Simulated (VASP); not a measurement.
Data:

```
CELL_PARAMETERS angstrom
      2.07921    -3.60129     0.00000
      2.07921     3.60129     0.00000
      0.00000     0.00000     6.75307
ATOMIC_POSITIONS crystal
  Cd 0.66667 0.33333 0.49996
  Cd 0.33333 0.66667 0.99996
  S  0.66667 0.33333 0.87704
  S  0.33333 0.66667 0.37704
```

Calculation: SCAN meta-GGA, VASP's PBE PAW potentials (set 64) (plane waves; VASP). Settings: 520 eV cut-off, 7×7×4 Γ-centred mesh, tetrahedra with Blöchl corrections, potentials Cd S.

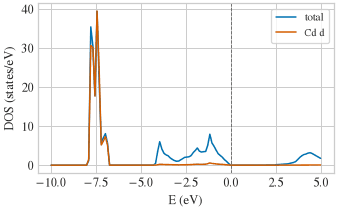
*Total and projected density of states, zero at the valence-band maximum*

Within 2 eV below the valence-band maximum the largest weight inside VASP's projection spheres is S p.

The gap is direct, 1.56 eV, from the valence maximum at Γ to the conduction minimum at Γ.

The compound is CdS in the wurtzite structure. It was relaxed first.
